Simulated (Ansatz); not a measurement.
Hg$_{4}$Pt (space group Im-3m)

```
Hg4Pt
1.0
   -3.14289     3.14289     3.14289
    3.14289    -3.14289     3.14289
    3.14289     3.14289    -3.14289
Hg Pt
4 1
Direct
  0.00000   0.00000   0.50000
  0.00000   0.50000   0.00000
  0.50000   0.50000   0.50000
  0.50000   0.00000   0.00000
  0.00000   0.00000   0.00000
```

E(V) scan at fixed shape, V₀ the volume above. Symmetry pins the atoms to their sites.

The numbers are results of r2SCAN (plane waves to 500 eV, PAW, scalar-relativistic; Ansatz, a first-principles code), not measurements. k mesh 11×11×11 (Γ-centred), Fermi-Dirac smearing 0.05 eV. Energies are smeared free energies. Hg4Pt is run without spin polarisation. Hg4Pt was relaxed with its symmetry unable to fall. Spin-orbit coupling is left out, though Hg and Pt are heavy. The zero of ΔE is the relaxed starting cell.

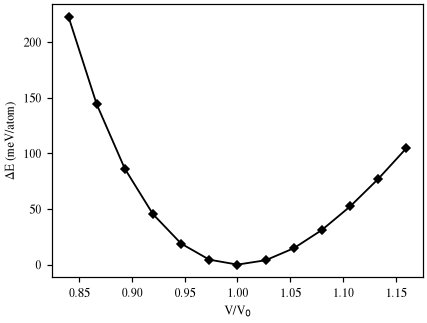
Figure. ΔE (meV/atom) against V/V₀; markers are the computed points, lines only join them.

**Question.** What is ΔE at V/V₀ = 0.840?

**Answer.** About 220 meV/atom.

**Question.** What is ΔE at V/V₀ = 1.160?

**Answer.** About 100 meV/atom.

**Question.** What bulk modulus B₀ follows from a third-order Birch-Murnaghan fit?

**Answer.** About 75 GPa.

(Under strain, the slope of the energy per volume gives the stress and its curvature an elastic modulus.)
